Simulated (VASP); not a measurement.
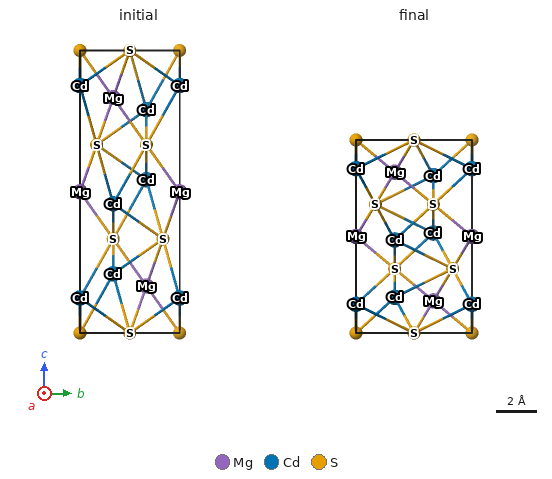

The structure of crystalline MgCd2S3 (a generated structure, set up in R-3m) before (left) and after (right) a relaxation, at one scale.

Style: ball-and-stick. Shown: the conventional cell (3 times the calculation's cell), along the a axis. Lengths and directions refer to the drawn axes.

The run lets cell and atoms move.

These are results of VASP 6.6.1, Kohn-Sham DFT of a periodic cell, PBE, VASP PAW PBE potentials, recommended, not measurements.

The input:
```
ALGO = Fast
EDIFF = 1E-4
EDIFFG = -0.08
ENCUT = 520
GGA = PE
IBRION = 2
ISIF = 3
ISMEAR = 0
LASPH = T
LCHARG = F
LREAL = F
LWAVE = F
NELM = 60
NSW = 24
PREC = Normal
SIGMA = 0.15
```

Run as
```bash
cat potpaw_PBE.64/Mg/POTCAR potpaw_PBE.64/Cd/POTCAR potpaw_PBE.64/S/POTCAR > POTCAR
mpirun -np 1 vasp_std > vasp.out
```

### Summarise the run.

The relaxation stopped without meeting its thresholds, so the last structure isn't shown to be converged. The largest moves relative to the cell, 0.24 Å, are those of Cd atoms. Mg and S stay in place. The drawn cell changes as follows: a = b 5.786 → 6.737 Å (+16.4 %), c 14.213 → 9.711 Å (−31.7 %); the volume changes by −7.4 %. Near-neighbour distances that change, for instance: Cd–S 3.412 → 2.645 Å, S–S 2.893 → 3.369 Å, Mg–S 2.899 → 2.530 Å, Cd–S 3.388 → 3.665 Å. Among the angles between lasting bonds that change: S–Mg–S 59.9° → 83.5°, S–Mg–S 120.1° → 96.5°. The space group stays R-3m (No. 166). The energy falls by 521 meV per atom in 23 geometry steps. Largest force component: 0.026 eV/Å at the start, 0.26 eV/Å at the end. Pressure: −4.94 GPa at the start and 2.06 GPa at the end. At step 8 the optimiser overshot: the energy rose above the start, and later steps came back.
